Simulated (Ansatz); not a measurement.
FGeH₃N₂ (SMILES N/[NH+]=[Ge-]\[F])

```yaml
atoms:
  - { symbol: F, position_ang: [-0.3429, -0.0962, -1.5512] }
  - { symbol: Ge, position_ang: [-1.7791, -1.1047, -1.8788] }
  - { symbol: N, position_ang: [-1.8935, -0.0128, 0.8175] }
  - { symbol: N, position_ang: [-2.5005, -0.7208, -0.2428] }
  - { symbol: H, position_ang: [-2.3522, 0.9007, 0.9005] }
  - { symbol: H, position_ang: [-3.3484, -1.1929, 0.0727] }
  - { symbol: H, position_ang: [-0.9411, 0.1904, 0.5017] }
```

Geometry: r2SCAN-D4/def2-SVP.

All numbers below come from isolated molecule in a Gaussian basis; Kohn-Sham density functional theory, functional PBE0 in Ansatz.

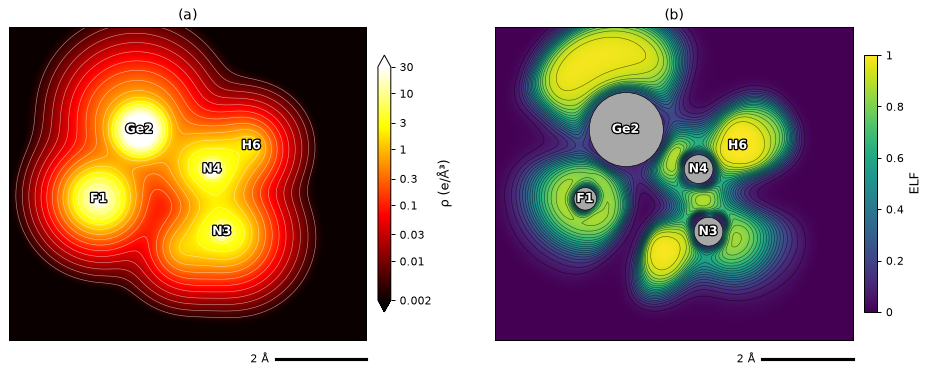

Figure 1. (a) total electron density; (b) electron localisation function on the plane of atoms F1, Ge2 and N4. Grey discs cover the atomic cores in the ELF map.

> What does the map show?

- Atoms in the plane: F, Ge, N and H.
- N–N (1.41 Å): ρ is about 2.1 e/Å³ halfway; the ELF peaks at about 0.90 between the atoms: a shared electron pair.
- Ge–F (1.79 Å): the density is about 0.86 e/Å³ at the midpoint; the ELF peaks at about 0.85 in the valence shell of F, 0.5 Å from its nucleus, and is about 0.25 at the midpoint.
- Ge–N (1.83 Å): the density is about 0.96 e/Å³ at the midpoint; the ELF peaks at about 0.90 in the valence shell of N, 0.6 Å from its nucleus, and is about 0.40 at the midpoint.
- N–H (1.02 Å): ρ at the midpoint is about 2.9 e/Å³; the ELF climbs to about 1 towards the hydrogen, as it does in any bond to H (an ordinary covalent bond to hydrogen).
- The ELF also peaks beside F1, away from the bonds: lone-pair regions.

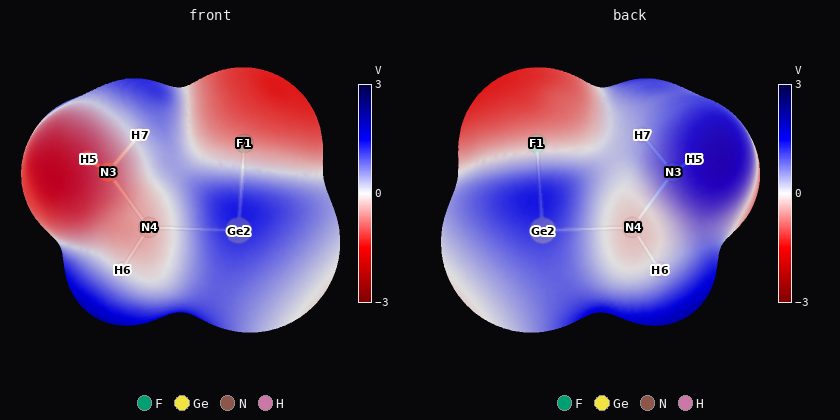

Figure 2. The electrostatic potential painted on the density surface at 0.002 e/bohr³, seen from the front and from behind; the colour scale runs from red (negative) to blue (positive).

> Describe the electrostatic potential map.

The most negative region (about −1.5 V, or −35 kcal/mol for a unit charge) lies over N3, the most positive (about +2.0 V, or +46 kcal/mol for a unit charge) over H6. N3 is the likeliest acceptor of a hydrogen bond.

> How polar is the molecule by this calculation?

Its dipole moment is 2.02 D.

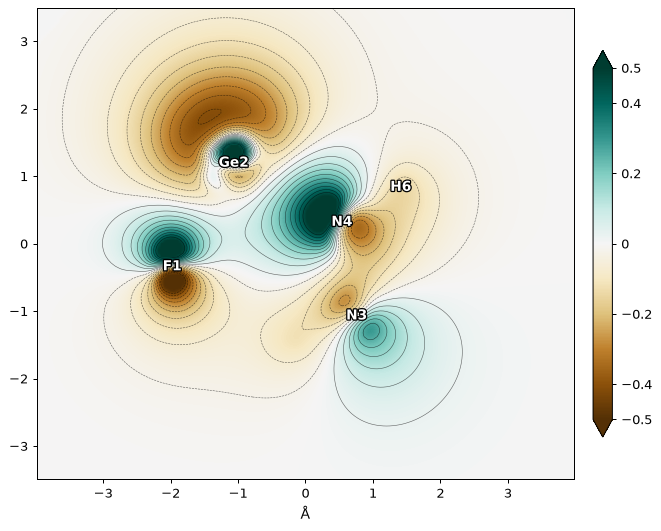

Figure 3. The HOMO−1 on the plane of atoms F1, Ge2 and N4 (values in Å⁻³ᐟ²; the overall sign is arbitrary).

> Describe this orbital and give its energy.

Its weight (Hirshfeld) is mainly on Ge2 (about 60 %), N4 (about 20 %) and F1 (about 10 %). Its energy is −7.93 eV.
